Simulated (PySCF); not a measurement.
## Electronic structure of C6H15O4P (SMILES CCOP(=O)(OCC)OCC) in real space

```xyz
26

C    -1.8964    2.0049    1.4252
C    -2.1934    1.5035    0.0317
O    -1.5870    0.2314   -0.2118
P    -0.1006    0.1450   -0.8001
O     0.2932    1.1395   -1.8146
O     0.7879    0.1634    0.5492
C     2.1821    0.4719    0.4484
C     2.4232    1.9600    0.5347
O    -0.0402   -1.3630   -1.3189
C    -0.4178   -2.4604   -0.4892
C    -0.1226   -3.7390   -1.2285
H    -2.2135    1.2687    2.1785
H    -2.4344    2.9470    1.6105
H    -0.8206    2.1875    1.5597
H    -1.8472    2.2146   -0.7361
H    -3.2726    1.3475   -0.1130
H     2.6640   -0.0648    1.2795
H     2.5898    0.0660   -0.4928
H     3.5014    2.1760    0.4860
H     2.0318    2.3648    1.4803
H     1.9265    2.4649   -0.3061
H     0.1420   -2.4063    0.4601
H    -1.4903   -2.3728   -0.2497
H    -0.6844   -3.7789   -2.1731
H     0.9492   -3.8158   -1.4632
H    -0.4091   -4.6063   -0.6153
```

Geometry: PBE0-D3(BJ)/def2-SVP.

Level of theory: DFT single point, gas phase, functional wB97X (PySCF).

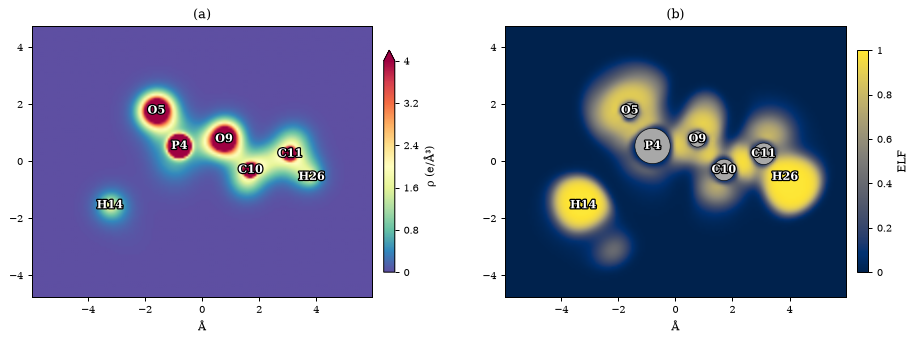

Figure 1. (a) electron density; (b) ELF on the plane of atoms P4, O9 and C10. Grey discs cover the atomic cores in the ELF map.

### What does the map show?

- Atoms in the plane: P, O, C and H.
- C–O (1.43 Å): the density is about 1.9 e/Å³ at the midpoint, with its minimum of 1.6 e/Å³ about 0.5 Å from C; the ELF peaks at about 0.90 between the atoms; a polar covalent bond.
- P–O (1.47 Å): ρ is about 1.9 e/Å³ halfway; the ELF peaks at about 0.80 between the atoms, as expected for a short, strongly polar bond.
- C–C (1.51 Å): the density is about 1.7 e/Å³ at the midpoint; the ELF peaks at about 0.95 between the atoms (a shared electron pair).
- C–H (1.10 Å): the density is about 1.9 e/Å³ at the midpoint; the ELF climbs to about 1 towards the hydrogen, as it does in any bond to H; a covalent bond by its length.
- P–O (1.60 Å): ρ is about 1.5 e/Å³ halfway; the ELF peaks at about 0.90 between the atoms (a shared but strongly polarised pair).
- The ELF also peaks beside O9 and O5, away from the bonds: lone-pair regions.

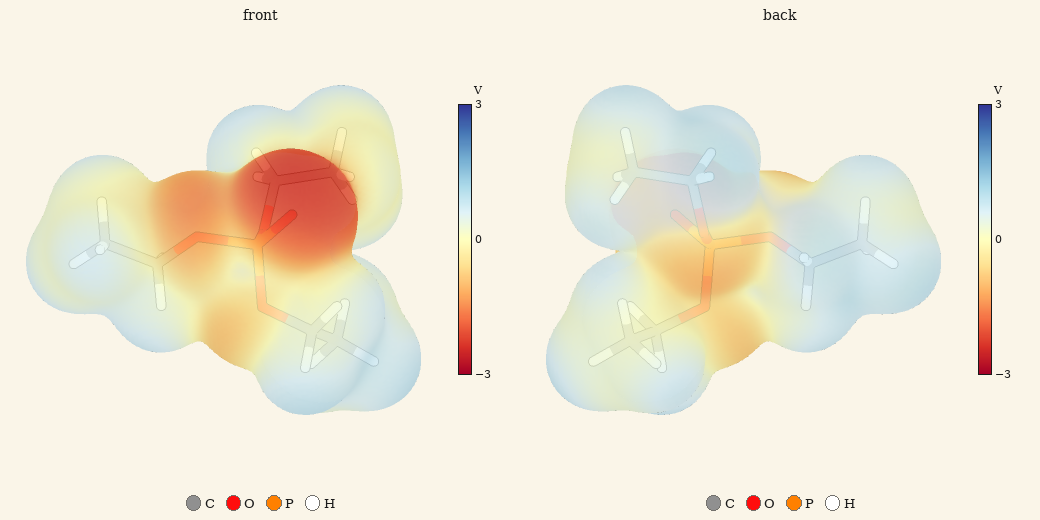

Figure 2. The molecular electrostatic potential painted on the density surface at 0.002 e/bohr³, seen from the front and from behind; red is negative and blue positive.

### Where is the surface potential most negative and most positive?

The most negative region (about −2.3 V) lies over O5, the most positive (about +0.9 V) over the C and H atoms. O5 is the likeliest acceptor of a hydrogen bond.

### What dipole moment does the calculation give?

Its dipole moment is 3.40 D.
